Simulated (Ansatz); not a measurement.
# Calculations on SnH$_{4}$

Part 1: Relaxation

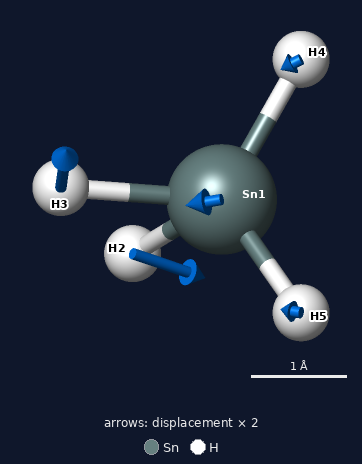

This is a relaxation of SnH4. The starting structure is drawn; blue arrows show the displacements, 2 times their true length. The two geometries are superimposed by the best rigid fit.

The picture is a ball-and-stick view, seen at a tilt.

The run prepares an end point of a later path (reaction) calculation, from a guessed geometry.

Computed with RKS revPBE/def2-SVP (Ansatz).

Input file:
```yaml
crystal:
  periodic: [false, false, false]
  atoms:
    - { symbol: Sn, position_ang: [0.113332, 0.0, 0.080291] }
    - { symbol: H, position_ang: [0.727747, 0.0, 1.689881] }
    - { symbol: H, position_ang: [1.835668, 0.0, 0.123304] }
    - { symbol: H, position_ang: [-0.628623, 1.451442, -0.444488] }
    - { symbol: H, position_ang: [-0.628623, -1.451442, -0.444488] }
basis:
  gaussian: { orbitals: def2-SVP }
hamiltonian:
  xc: revpbe
relax:
  f_tol: 0.03
  max_steps: 50
```

Launched with:
```bash
ansatz run input.yaml --threads 1 --pin off --max-ram 2048MiB --backend cpu --events-out ev --progress --plain --runs-dir out
```

### Which element moves most?

Hydrogen: up to 0.50 Å, against 0.21 Å for tin.

### What happened in the run?

After 4 geometry steps the energy has fallen by 0.855 eV. Largest force component: 1.5 eV/Å at the start, 0.0014 eV/Å at the end. The largest moves after the best rigid fit, 0.50 Å, are those of H2 and H3. Largest moves by element: H 0.50 Å, Sn 0.21 Å. Near-neighbour distances that change, for instance: Sn1–H4 1.712 → 1.729 Å, Sn1–H2 1.723 → 1.729 Å. Bond angles that change, for instance: H2–Sn1–H3 67.7° → 109.5°, H2–Sn1–H4 116.2° → 109.5°. The run took 4.6 s on 1 thread of Arm Neoverse V1 (shared host), peak memory 0.089 GiB.

Part 2: Relaxation

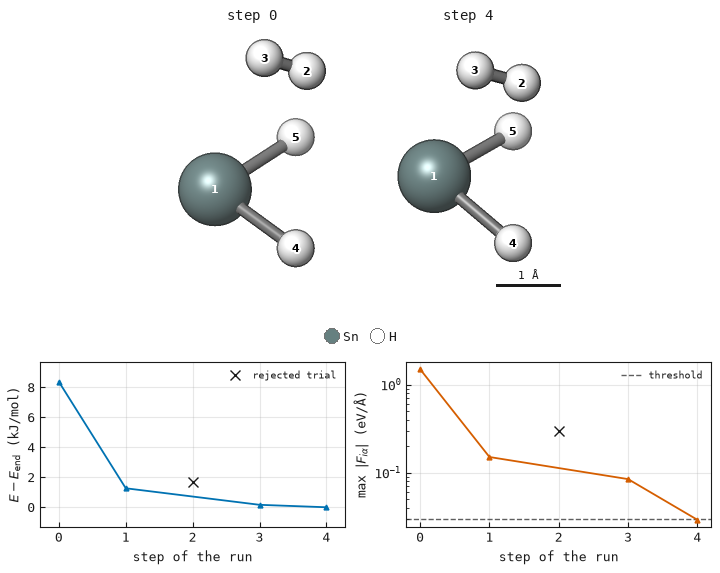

First and last geometry of a relaxation of SnH$_{4}$, with the history of the run. The picture is a ball-and-stick view, seen from a free direction.

The run prepares an end point of a later path (reaction) calculation, from a guessed geometry.

These are results of Ansatz, RKS revPBE/def2-SVP, not measurements.

Input file:
```yaml
crystal:
  periodic: [false, false, false]
  atoms:
    - { symbol: Sn, position_ang: [-0.136659, 0.0, -1.153077] }
    - { symbol: H, position_ang: [1.332688, 0.0, 1.389478] }
    - { symbol: H, position_ang: [1.909827, 0.0, 0.955296] }
    - { symbol: H, position_ang: [-0.843178, 1.279816, -0.093599] }
    - { symbol: H, position_ang: [-0.843178, -1.279816, -0.093599] }
basis:
  gaussian: { orbitals: def2-SVP }
hamiltonian:
  xc: revpbe
relax:
  f_tol: 0.03
  max_steps: 50
```

Run as
```bash
ansatz run input.yaml --threads 1 --pin off --max-ram 2048MiB --backend cpu --events-out ev --progress --plain --runs-dir out
```

Did the run converge, and what did it change?

It converged. Sn1 moves most after the best rigid fit: 0.29 Å. By element the largest moves are Sn 0.29 Å, H 0.28 Å. Among the contacts that change: Sn1–H3 2.938 → 2.372 Å, Sn1–H2 2.937 → 2.440 Å, H2–H3 0.722 → 0.782 Å. After 3 accepted moves (4 points after the start) the energy has fallen by 8.37 kJ/mol. The largest force component goes from 1.5 to 0.029 eV/Å. The line search rejected the trial step at point 2 of the run. The run took 4.6 s on 1 thread of Arm Neoverse V1 (shared host), peak memory 0.089 GiB.

```json
{"step": "0", "E − E(0), kJ/mol": "0.00", "largest force component, eV/Å": "1.4893", "note": ""}
{"step": "1", "E − E(0), kJ/mol": "-7.11", "largest force component, eV/Å": "0.1503", "note": ""}
{"step": "2", "E − E(0), kJ/mol": "-6.71", "largest force component, eV/Å": "0.2952", "note": "rejected"}
{"step": "3", "E − E(0), kJ/mol": "-8.21", "largest force component, eV/Å": "0.0844", "note": ""}
{"step": "4", "E − E(0), kJ/mol": "-8.37", "largest force component, eV/Å": "0.0291", "note": ""}
```

Limits of the set-up: the start holds two separate molecules, 2.9 Å apart at their closest, whose relative position is a soft coordinate and is computed without a dispersion correction.

Part 3: Path

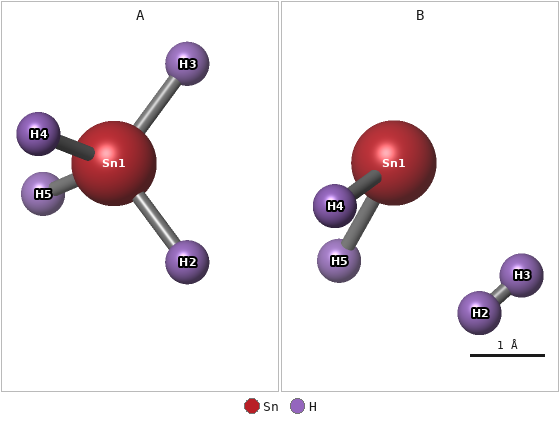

The two relaxed end points of a path for SnH₄. Style: ball-and-stick. Shown at a tilt.

All numbers below come from Ansatz 0.2.0, RKS revPBE/def2-SVP.

Settings: 7 movable images; climbing image; force threshold 0.03 eV/Å; iteration limit 60.

Start:
```xyz
5

Sn    0.2840    0.0000    0.2010
H     0.2838    0.0000    1.9297
H     1.9139    0.0000   -0.3751
H    -0.5311    1.4114   -0.3755
H    -0.5311   -1.4114   -0.3755
```

End:
```xyz
5

Sn    0.1960    0.0000   -0.9772
H     1.0128    0.0000    1.3220
H     1.6624    0.0000    0.8867
H    -0.7258    1.2889   -0.1135
H    -0.7258   -1.2889   -0.1135
```

Predict the minimum-energy path and its barrier.

The highest point, image 5, lies 182.1 kJ/mol above the start and 114.4 kJ/mol above the end; the end is at +67.7 kJ/mol relative to the start. Breaking: Sn1–H2 (1.73 → 1.93 at the top → 2.44 Å), Sn1–H3 (1.73 → 1.75 at the top → 2.37 Å). Forming: H2–H3 (2.82 → 1.44 at the top → 0.78 Å). The band converged in 8 iterations, with a climbing image at the top. At the top, the vibrational analysis gives one imaginary mode (1114i cm⁻¹), as a transition state must have.

Energies of the converged images:

| image | path (Å) | E (kJ/mol) |
| --- | --- | --- |
| 0 | 0.00 | 0.0 |
| 1 | 0.28 | 11.1 |
| 2 | 0.55 | 45.8 |
| 3 | 0.83 | 100.6 |
| 4 | 1.11 | 156.6 |
| 5 | 1.38 | 182.1 |
| 6 | 1.67 | 146.9 |
| 7 | 1.96 | 80.2 |
| 8 | 2.25 | 67.7 |

The geometry at the top of the path:

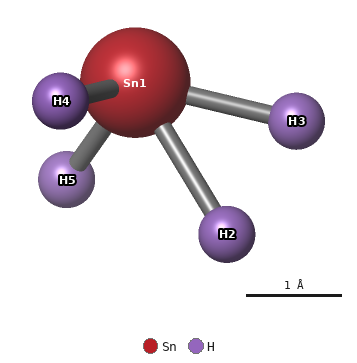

Cost: 48 s on 1 thread of Arm Neoverse V1 (shared host), peak memory 0.089 GiB.
